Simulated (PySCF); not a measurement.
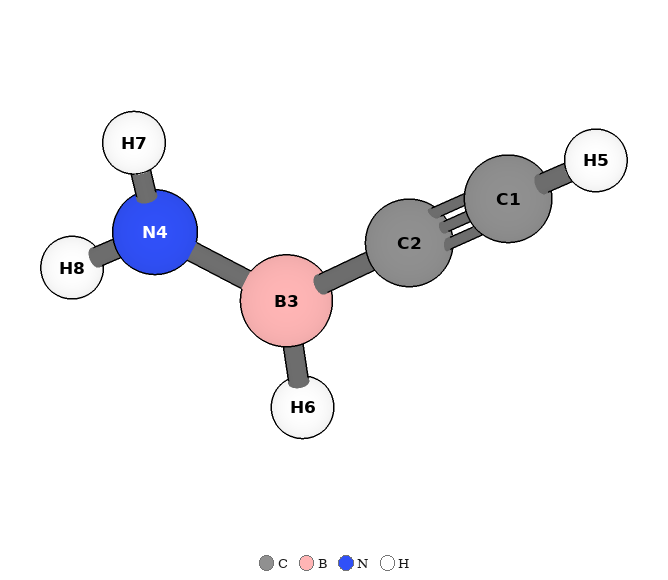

Computed geometry: PBE0-D3(BJ)/def2-SVP optimisation. No frequency run is at hand to confirm it as a minimum. Method: PBE/pcJ-1 indirect spin-spin coupling, non-relativistic, gas phase (PySCF 2.14.0). Isotopes: 11B, 13C, 1H, 15N.

Give the spin–spin coupling constants of these pairs, with the number of bonds between them: C1/H5, C1/C2, B3/H6, N4/H8, N4/H7, C1/B3, B3/H8, C1/H6, C1/N4, C2/H8, B3/H5, H6/H8, H6/H7.

```tsv
pair	bonds apart	J (Hz)
C1, H5	1	241.1
C1, C2	1	160.7
B3, H6	1	135.0
N4, H8	1	−80.3
N4, H7	1	−79.0
C1, B3	2	20.6
B3, H8	2	1.8
C1, H6	3	3.1
C1, N4	3	−1.3
C2, H8	3	12.4
B3, H5	3	3.9
H6, H8	3	7.2
H6, H7	3	14.7
```
